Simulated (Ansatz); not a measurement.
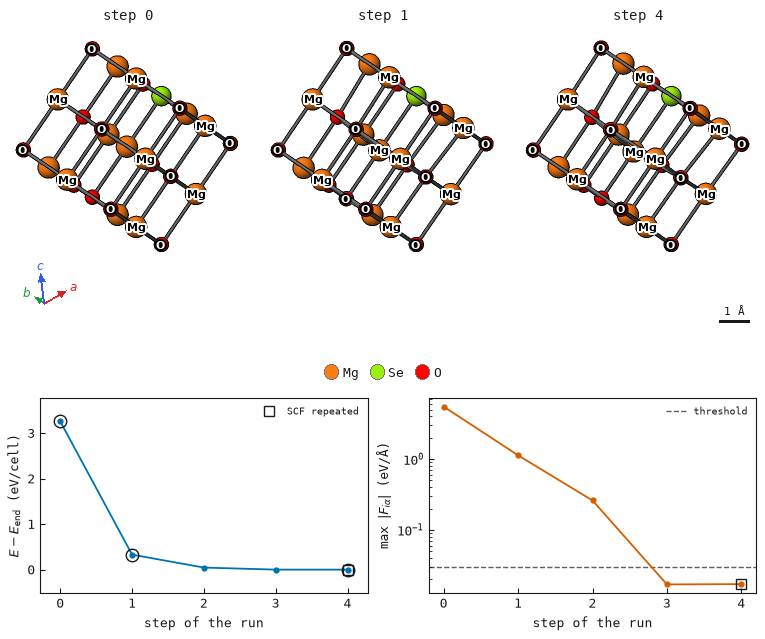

Frames of a relaxation of a defect cell of composition Mg₂₇SeO₂₆, marked on the history of the run. A ball-and-stick model of the atoms within 4.2 Å of the atom that moves most (axes of the cell of the calculation (origin shifted)), seen slightly off an axis.

These are results of DFT, PBE, plane-wave PAW, default files, scalar-relativistic in Ansatz, not measurements. Settings: plane-wave cutoff 420 eV; k-point mesh 3 × 3 × 3; occupations fermi dirac; smearing width 0.01 eV; no spin polarisation; atoms relaxed in a fixed cell; force threshold 0.03 eV/Å; at most 40 steps.

Question: What happens along the run?

Answer: Over 3 accepted moves (4 points after the start) the energy falls by 3.257 eV per cell of the calculation. Largest force component: 5.5 eV/Å at the start, 0.017 eV/Å at the end. 1 step only repeated the SCF at the same geometry. The largest moves, 0.20 Å, are those of Mg atoms. Largest moves by element: Mg 0.20 Å, O 0.05 Å. Se stays in place. The cell stays as it was. Some distances before and after: Mg–Se 2.109 → 2.311 Å, Mg–O 2.109 → 1.950 Å, Mg–O 2.108 → 2.063 Å, Mg–O 2.108 → 2.151 Å. Among the angles between lasting bonds that change: O–Mg–O 180.0° → 171.1°, Se–Mg–O 90.0° → 85.6°, O–Mg–O 90.0° → 94.4°. From step 0 to 1: Mg atoms move most (0.15 Å), energy −2.927 eV per cell of the calculation. From step 1 to 4: Mg atoms move most (0.05 Å), energy −0.329 eV per cell of the calculation.
